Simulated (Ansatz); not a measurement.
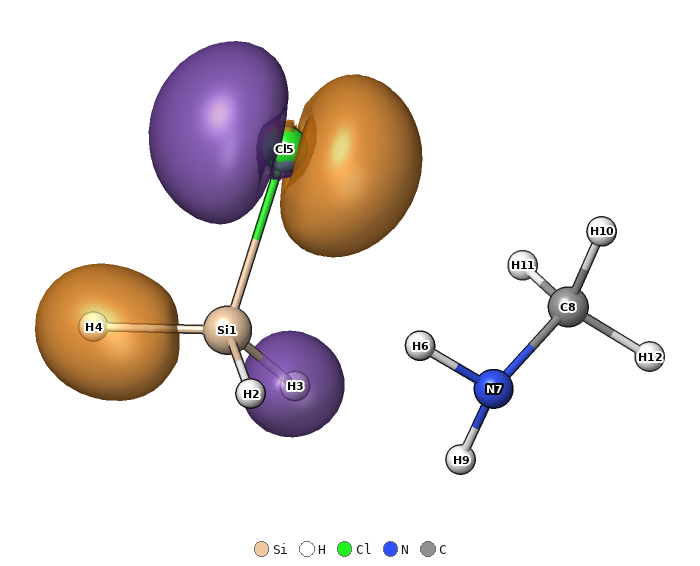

Figure 1: ClH3Si···CH5N. The HOMO−1 at ±0.15 Å⁻³ᐟ² (orange and purple are the two phases), seen at a tilt.

Not at a stationary point (largest force 1.0 eV/Å).

Method: RKS PBE0-D4/cc-pVDZ in Ansatz 0.2.0.

| atom | x (Å) | y (Å) | z (Å) |
| --- | --- | --- | --- |
| Si | -1.8443 | 0.6133 | 0.2495 |
| H | -1.7033 | -0.5594 | 1.0868 |
| H | -1.5057 | 0.3355 | -1.1768 |
| H | -3.2273 | 1.1731 | 0.3447 |
| Cl | -0.5493 | 2.0805 | 0.9750 |
| H | 0.2154 | -0.6667 | 0.9347 |
| N | 0.7497 | -1.1353 | 0.2056 |
| C | 1.7246 | -0.2583 | -0.4147 |
| H | 0.0802 | -1.4884 | -0.4732 |
| H | 2.4244 | 0.1095 | 0.3500 |
| H | 1.3156 | 0.6291 | -0.9392 |
| H | 2.3200 | -0.8328 | -1.1423 |

Where does this orbital lie, and at what energy?

Answer. Its weight (Hirshfeld) is mainly on Cl5 (about 70 %), Si1 (about 15 %) and H4 (about 10 %); largely a lone pair of Cl5. Its energy is −8.97 eV.
